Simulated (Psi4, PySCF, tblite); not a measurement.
Approach curve of the dimer CHN ··· H3O+ (SMILES C#N and [OH3+]) (charge +1), singlet. Monomers: optimised at B3LYP-D3(BJ) (def2-TZVP), held rigid. Orientation: lowest of the rigid-body minima from ten starts at GFN2-xTB. The monomers approach along the line of their centres of mass (distance R); nothing else relaxes.

Geometry at R = 3.05 Å (first 3 atoms: monomer A):
```
7

C     -0.0265     0.0008     0.0000
N      1.1192    -0.0326     0.0000
H     -1.0927     0.0319     0.0000
O      3.5892     0.0392    -0.0240
H      3.9950    -0.1621     0.8463
H      3.9895    -0.4626    -0.7661
H      2.6087     0.0045    -0.0142
```

SAPT0/jun-cc-pVDZ, frozen core (Psi4); GFN2-xTB (tblite); SCS-MP2/aug-cc-pVTZ = DF-SCS-MP2/aug-cc-pVTZ, frozen core, counterpoise-corrected (Psi4); RKS-B3LYP/LANL2DZ = restricted B3LYP/LANL2DZ, no counterpoise correction (PySCF 2.14.0); RKS-B3LYP/6-31G* = PySCF with restricted B3LYP/6-31G*, spherical d, no counterpoise correction.

Interaction energies in kJ/mol (negative: bound); R is the distance of the centres of mass, d the N2···H7 distance.

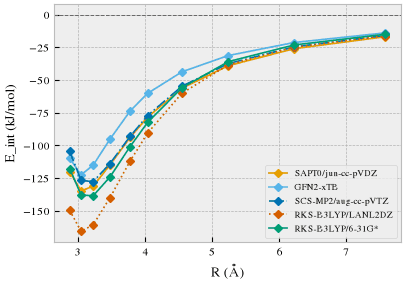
Fig. 1. Interaction energy against separation.

```csv
R / Å,d / Å,SAPT0/jun-cc-pVDZ,GFN2-xTB,SCS-MP2/aug-cc-pVTZ,RKS-B3LYP/LANL2DZ,RKS-B3LYP/6-31G*
2.88,1.32,-120.19,-109.90,-104.57,-149.66,-117.74
3.05,1.49,-134.81,-122.47,-126.79,-165.73,-137.96
3.23,1.67,-131.09,-115.07,-127.60,-160.61,-138.44
3.48,1.92,-114.83,-95.18,-113.86,-139.90,-124.09
3.78,2.22,-93.85,-73.63,-93.00,-111.92,-100.82
4.04,2.48,-78.36,-60.22,-77.13,-90.57,-82.42
4.55,2.99,-56.34,-43.74,-54.77,-60.15,-55.98
5.24,3.68,-39.05,-31.29,-37.45,-38.37,-35.95
6.22,4.66,-26.05,-21.32,-24.68,-24.85,-23.20
7.58,6.02,-16.86,-13.94,-15.85,-15.97,-15.00
```

Lowest grid point: SAPT0/jun-cc-pVDZ -134.81 kJ/mol at R = 3.05 Å; GFN2-xTB -122.47 kJ/mol at R = 3.05 Å; SCS-MP2/aug-cc-pVTZ -127.60 kJ/mol at R = 3.23 Å; RKS-B3LYP/LANL2DZ -165.73 kJ/mol at R = 3.05 Å; RKS-B3LYP/6-31G* -138.44 kJ/mol at R = 3.23 Å.
